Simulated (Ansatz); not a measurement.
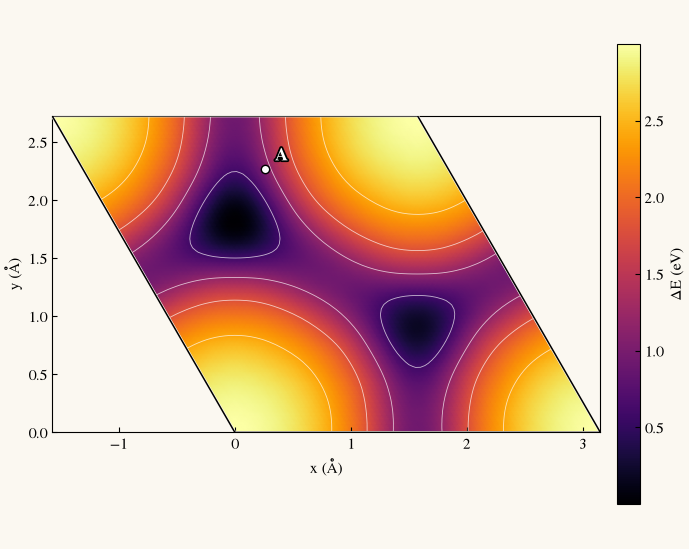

C on a Mg(001) slab cut from the P6_3/mmc phase, its upper half relaxed before the scan (16 atoms of substrate and one adsorbate in a 2 × 2 cell). 
- C is moved over the surface cell; relaxed at each place: the height of the adsorbate's atoms; substrate rigid; the origin of the map has the adsorbate above Mg13.
- Places are given modulo a cell vector. The map is drawn in real space over the plane of the surface.
- The grid has 6 × 6 points; 10 points were computed and 26 follow by symmetry.
- Places are given in fractions of the 1 × 1 surface cell.
- Energies: eV, counted from the lowest grid point.
- Method: DFT LDA, scalar-relativistic, plane waves, PAW (Ansatz 0.2.0). Settings: cutoff 420 eV, k-mesh 6×6×1, gaussian smearing 0.1 eV, no spin polarisation.

Drawn: a smooth colour map with a few white contour lines, the outline of one cell of the plane, the point A. Between grid points the surface is interpolated.

Q: Which way does the force act at A, and how strong is it?

A: A, at (3/6, 5/6) of the cell vectors, is not a stationary point. The computed force is 3.1 eV/Å in the plane, pointing down and left in the picture (components −2.8 and −1.3 eV/Å).
